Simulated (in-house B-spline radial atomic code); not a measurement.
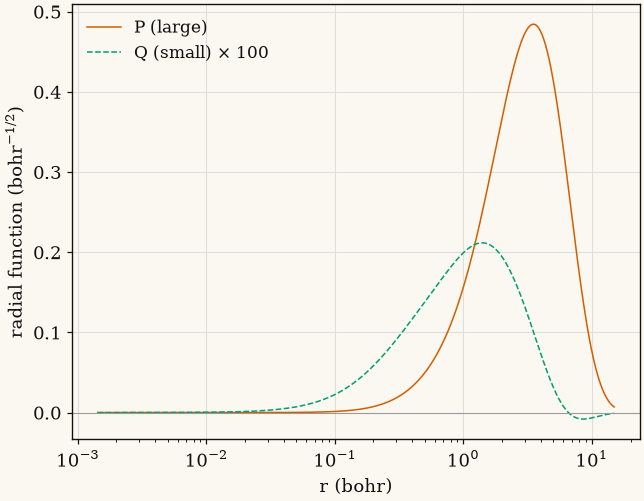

Si⁺ (Z = 14, 13 electrons) in the configuration [Ne] 3s2 3d1 (open shells shared over both j by 2j + 1). Theory: Dirac-Hartree-Fock, average of configuration, Fermi nucleus, basis-set limit (computed with an in-house B-spline radial code).

The plot shows the large and small radial components of one occupied spinor.

### Which spinor (n, l, j) is it?

It is 3d3/2. The spinor has κ = 2: the large component has l = 2 and 0 radial nodes, the small one has l = 1. The small component carries 0.0010 % of the norm; ⟨r⟩ = 4.25 bohr and the eigenvalue is −6.87 eV. The nodes of P give n − l − 1 and its extent picks the shell; Q has as many nodes as P for κ < 0 and one more for κ > 0.
